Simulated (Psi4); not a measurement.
**CH5BN2 (SMILES B1NCN1): CCSD/def2-SVPD**

What is the energy change on altering one bond length of CH5BN2 at CCSD/def2-SVPD? 

The results are computed with Psi4 1.11.

1 further run of the same task is left out (set aside as unsound or not needed).

### 1 The structure to begin with

CH5BN2 has 9 atoms, charge 0, and is taken as a singlet. SMILES: `B1NCN1`. Geometry: relaxed at PBE0-D4/def2-TZVP.

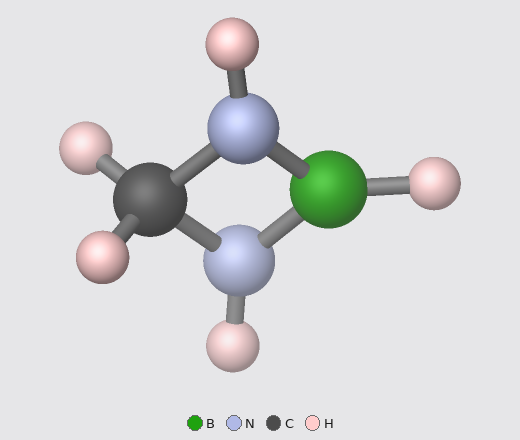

Viewed from a chosen angle; boron green, nitrogen light blue, carbon dark grey, hydrogen pink.

### 2 A single-point energy at CCSD/def2-SVPD

job.in

```
memory 1600 mb

molecule mol {
  0 1
  B
  N 1 r2
  C 2 r3 1 a3
  N 1 r4 2 a4 3 d4
  H 1 r5 2 a5 3 d5
  H 2 r6 1 a6 5 d6
  H 3 r7 4 a7 1 d7
  H 3 r8 7 a8 2 d8
  H 4 r9 1 a9 5 d9

  r2 = 1.429865
  r3 = 1.458491
  a3 = 88.65906
  r4 = 1.429886
  a4 = 92.49982
  d4 = -0.00317
  r5 = 1.19141
  a5 = 133.74975
  d5 = 179.99675
  r6 = 1.003273
  a6 = 135.44929
  d6 = 38.82944
  r7 = 1.096509
  a7 = 114.36378
  d7 = -116.25874
  r8 = 1.096526
  a8 = 109.56355
  d8 = -129.34451
  r9 = 1.003239
  a9 = 135.45086
  d9 = 38.80614
  symmetry c1
  no_reorient
  no_com
}

set basis def2-SVPD
set reference rhf
set puream true
set e_convergence 1e-09
set d_convergence 1e-08
set scf_type pk
set num_frozen_docc 4

energy("ccsd")
print_variables()
```

Launch:

```sh
$ psi4 job.in job.out -n 1
```

job.out:

```text
[...]
  Running in c1 symmetry.
[...]
  Nuclear repulsion =  114.597680579446717
[...]
  Multiplicity = 1
[...]
  Nalpha       = 15
  Nbeta        = 15
[...]
    Number of basis functions: 120
[...]
   @RHF iter   1:  -174.15032316939158   -3.53472e-01   3.92204e-03 DIIS/ADIIS
[...]
   @RHF iter  11:  -174.26567847069319   -6.33804e-12   3.09293e-09 DIIS
[...]
    Orbital Energies [Eh]
    ---------------------
    Doubly Occupied:
       1A    -15.536290     2A    -15.536288     3A    -11.293610
       4A     -7.605906     5A     -1.255824     6A     -1.069557
       7A     -0.858861     8A     -0.763906     9A     -0.648174
      10A     -0.610836    11A     -0.574288    12A     -0.562221
      13A     -0.474239    14A     -0.406625    15A     -0.384157
[...]
  @RHF Final Energy:  -174.26567847069319
   => Energetics <=
    Nuclear Repulsion Energy =            114.5976805794467168
    One-Electron Energy =                -462.5651539511385408
    Two-Electron Energy =                 173.7017949009986353
    Total Energy =                       -174.2656784706931887
[...]
 Multipole Moments:
 ------------------------------------------------------------------------------------
     Multipole            Electronic (a.u.)      Nuclear  (a.u.)        Total (a.u.)
 ------------------------------------------------------------------------------------
 L = 1.  Multiply by 2.5417464519 to convert [e a0] to [Debye]
 Dipole X            :          0.0000775           -0.0002457           -0.0001682
 Dipole Y            :          1.1371755           -1.4534210           -0.3162455
 Dipole Z            :         -1.0886687            1.3911938            0.3025252
 Magnitude           :                                                    0.4376445
[...]
      * MP2 total energy                      = -174.844441975178853
[...]
      * CCSD total energy                     = -174.878030633184125
[...]
```

It took 58 s on 1 thread of Intel Xeon 6975P-C (Granite Rapids), shared host; peak memory 1.5 GiB.

### 3 The distorted shape, same level

ch5bn2.xyz

```xyz
9
CH5BN2
B     -0.530020     1.707544    -0.072927
N      0.771980     1.153844    -0.279627
C      0.438180     0.101344     0.673273
N     -0.883420     0.687544     0.864773
H     -1.101520     2.655644    -0.513327
H      1.694580     1.525744    -0.410227
H      0.420000    -1.707100    -0.117100
H      1.054980     0.099644     1.579873
H     -1.711720     0.159344     1.068273
```

ch5bn2.py

```python
import psi4

psi4.set_memory('1600 MB')
psi4.set_num_threads(1)
psi4.set_output_file('output.dat', False)

with open('ch5bn2.xyz') as f:
    atoms = ''.join(f.readlines()[2:])
mol = psi4.geometry('0 1\n' + atoms + 'symmetry c1')

psi4.set_options({
    'basis': 'def2-SVPD',
    'puream': True,
    'e_convergence': 1e-09,
    'd_convergence': 1e-08,
    'scf_type': 'pk',
    'num_frozen_docc': 4,
})

energy_value = psi4.energy('ccsd')
print('E =', round(energy_value, 9))
```

Launch:

```sh
$ python ch5bn2.py
```

output.dat:

```text
[...]
  Running in c1 symmetry.
[...]
  Nuclear repulsion =  112.048765173978595
[...]
  Multiplicity = 1
[...]
  Nalpha       = 15
  Nbeta        = 15
[...]
    Number of basis functions: 120
[...]
   @RHF iter   1:  -173.99640953728385   -5.50557e-01   4.00722e-03 DIIS/ADIIS
[...]
   @RHF iter  12:  -174.13016667438927   -8.01492e-12   5.93150e-09 DIIS
[...]
    Orbital Energies [Eh]
    ---------------------
    Doubly Occupied:
       1A    -15.565130     2A    -15.562801     3A    -11.372363
       4A     -7.630469     5A     -1.280006     6A     -1.093555
       7A     -0.848157     8A     -0.782098     9A     -0.649731
      10A     -0.609389    11A     -0.599416    12A     -0.545519
      13A     -0.482501    14A     -0.404182    15A     -0.340220
[...]
  @RHF Final Energy:  -174.13016667438927
   => Energetics <=
    Nuclear Repulsion Energy =            112.0487651739785946
    One-Electron Energy =                -456.8267923111729374
    Two-Electron Energy =                 170.6478604628050562
    Total Energy =                       -174.1301666743892724
[...]
 Multipole Moments:
 ------------------------------------------------------------------------------------
     Multipole            Electronic (a.u.)      Nuclear  (a.u.)        Total (a.u.)
 ------------------------------------------------------------------------------------
 L = 1.  Multiply by 2.5417464519 to convert [e a0] to [Debye]
 Dipole X            :         -0.8660032            0.9580900            0.0920867
 Dipole Y            :          2.8665713           -2.3005050            0.5660663
 Dipole Z            :         -0.1149921            0.4382392            0.3232471
 Magnitude           :                                                    0.6583310
[...]
      * MP2 total energy                      = -174.723391147590064
[...]
      * CCSD total energy                     = -174.763879239401746
```

The script printed:

```text
E = -174.763879239
```

Run time: 71 s. Hardware: 1 thread of Intel Xeon 6975P-C (Granite Rapids), shared host; peak memory 1.5 GiB.

### 4 Summary of results

Level: CCSD/def2-SVPD, 4 core orbitals frozen.

```
                                                         quantity          value
                                        first shape: total energy  -174.87803 Eh
                 first shape: HOMO energy (Hartree–Fock orbitals)      -10.45 eV
                 first shape: LUMO energy (Hartree–Fock orbitals)        2.30 eV
               first shape: HOMO–LUMO gap (Hartree–Fock orbitals)       12.75 eV
         first shape: correlation energy (4 core orbitals frozen)     -612.4 mEh
                                       first shape: T1 diagnostic          0.014
                                    distorted shape: total energy  -174.76388 Eh
             distorted shape: HOMO energy (Hartree–Fock orbitals)       -9.26 eV
             distorted shape: LUMO energy (Hartree–Fock orbitals)        1.88 eV
           distorted shape: HOMO–LUMO gap (Hartree–Fock orbitals)       11.14 eV
     distorted shape: correlation energy (4 core orbitals frozen)     -633.7 mEh
                                   distorted shape: T1 diagnostic          0.021
energy change with the C3–H7 bond stretched from 1.097 to 1.974 Å       3.106 eV
```

With the C3–H7 bond stretched from 1.097 to 1.974 Å the energy rises by 3.11 eV (300 kJ/mol). The first shape isn't relaxed at this level, so the change isn't measured from a minimum. The T1 diagnostic (distorted shape) of 0.021 is above the customary mark for such species, so a single reference may not serve.
